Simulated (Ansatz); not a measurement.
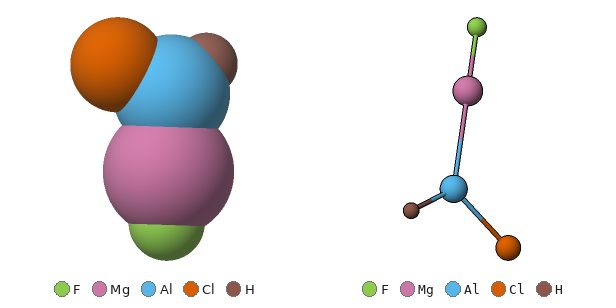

Both panels show the same species.

Computed geometry: PBE0-D4/def2-TZVP optimisation. No frequency run is at hand to confirm it as a minimum.

Description:

It has 5 atoms: 1 aluminium, 1 chlorine, 1 fluorine, 1 hydrogen and 1 magnesium (AlClFHMg). This geometry has Cs symmetry. All atoms lie on one plane. Coordination: 1 Mg linear; 1 Al trigonal planar.

More results for the same structure follow; atom numbers are the same in all pictures, views and colours differ.

**Shape**

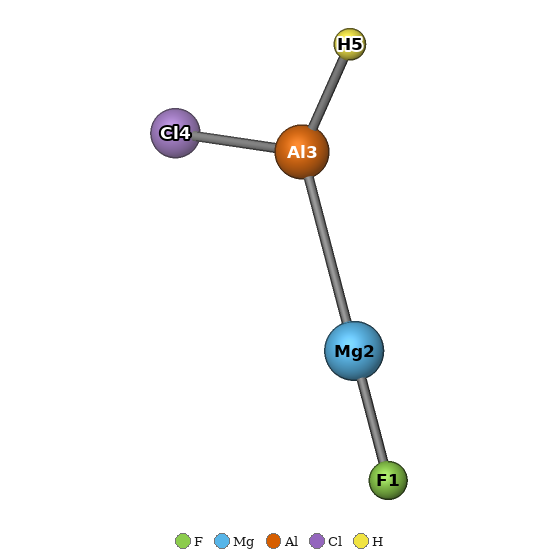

Numbered structure. No frequency run is at hand to confirm it as a minimum.

Give these bond angles: F1–Mg2–Al3, Mg2–Al3–Cl4, Mg2–Al3–H5, Cl4–Al3–H5.

| angle | degrees |
| --- | --- |
| F1–Mg2–Al3 | 180.0 |
| Mg2–Al3–Cl4 | 115.5 |
| Mg2–Al3–H5 | 131.2 |
| Cl4–Al3–H5 | 113.3 |

**Electronic properties**

No frequency run is at hand to confirm it as a minimum. Properties computed with RKS PBE0-D4/def2-TZVPP (Ansatz 0.2.0).

Estimate the LUMO energy (Kohn–Sham orbital).

Answer. −2.46 eV.

What is the HOMO energy (Kohn–Sham orbital)?

Answer. −7.15 eV.

**Charges**

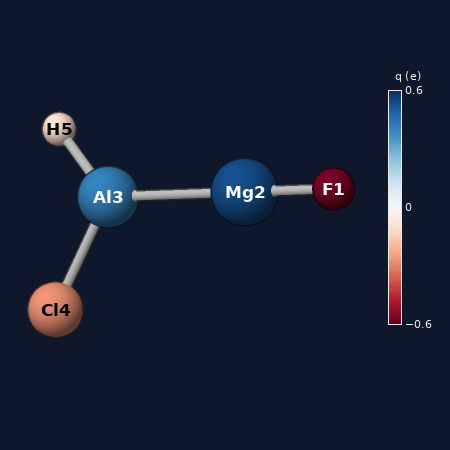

Atoms are coloured by their Mulliken charges. No frequency run is at hand to confirm it as a minimum. Level of theory: RKS PBE0-D4/def2-TZVP (Ansatz 0.2.0).

List the Mulliken charges.

| atom | value (e) |
| --- | --- |
| F1 | −0.57 |
| Mg2 | 0.53 |
| Al3 | 0.41 |
| Cl4 | −0.27 |
| H5 | −0.10 |

**Dipole moment**

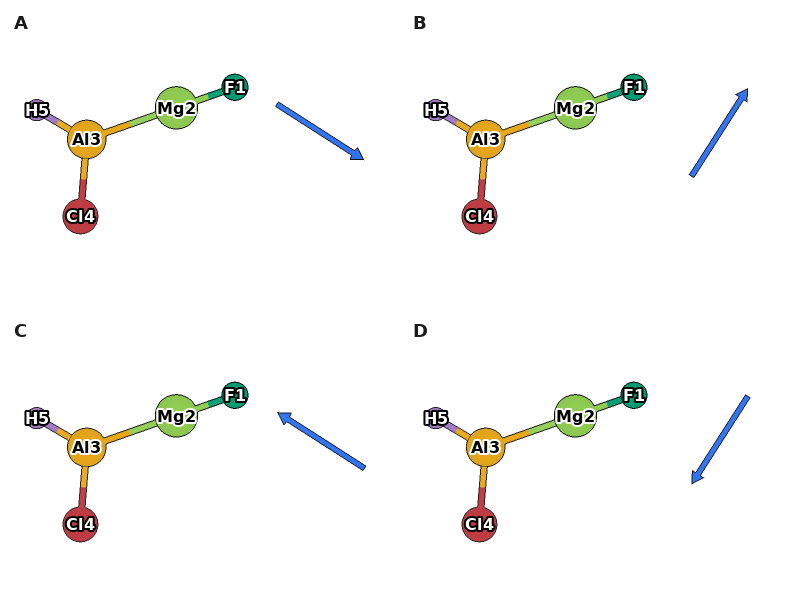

The same molecule four times, each with an arrow. No frequency run is at hand to confirm it as a minimum. Properties computed with RKS PBE0-D4/def2-TZVP (Ansatz 0.2.0).

Which arrow points along the dipole moment, from the negative to the positive end?

Answer. C. The dipole moment is 1.51 D; it points from the side of F1 to the side of H5 (the outermost atoms at the two ends).

Mulliken values depend strongly on the basis set and can even reverse the polarity of a bond.
